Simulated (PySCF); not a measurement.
```
atom   x (Å)   y (Å)    z (Å)
   F  0.0000  0.0000  -0.6890
   F  0.0000  0.0000   0.6890
```

Level of theory: PySCF, PBE0/def2-SVP, non-relativistic Hamiltonian with scalar-relativistic core potentials where named, at a bond length of 1.378 Å.

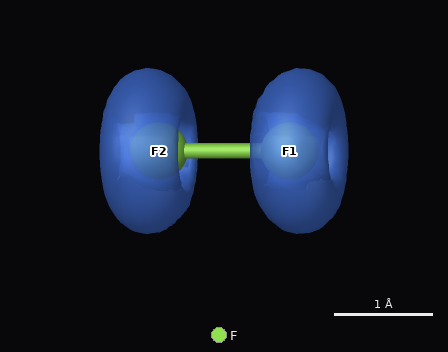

F₂. Isosurface of the ELF at 0.8 (blue), seen from one side. Core shells and regions of very low density are left out.

Identify the bonds, lone pairs and shells in this picture.

Answer. The ELF exceeds this value in two regions wrapped around F (its lone pairs, merged into a ring or cap). Profiles from the grid: F–F (1.38 Å): the ELF peaks at about 0.70 between the atoms.
